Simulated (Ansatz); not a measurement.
## A computed series for C: response to strain

Take C in the diamond structure (space group Fd-3m, No. 227) as the base.

```yaml
crystal:
  lattice:
    - [0.00000, 1.78014, 1.78014]
    - [1.78014, 0.00000, 1.78014]
    - [1.78014, 1.78014, 0.00000]
  atoms:
    - { symbol: C, position: [0.00000, 0.00000, 0.00000] }
    - { symbol: C, position: [0.25000, 0.25000, 0.25000] }
```

Cartesian axes are those of the cell as printed.

Strains are applied to the cell and any free atomic positions relax.

Computed with r2SCAN (Ansatz, a first-principles code, PAW, without spin-orbit coupling).

Notes on the quantities. pressure: mean of the normal stresses, compression positive.

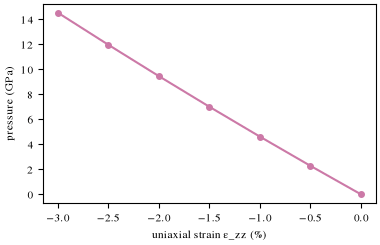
Pressure against uniaxial strain ε_zz

```
uniaxial strain ε_zz (%)   pressure
------------------------  ---------
-3                        14.55 GPa
-2.5                      11.98 GPa
-2                         9.47 GPa
-1.5                       7.02 GPa
-1                         4.62 GPa
-0.5                       2.29 GPa
```

No phonon test of stability was made.
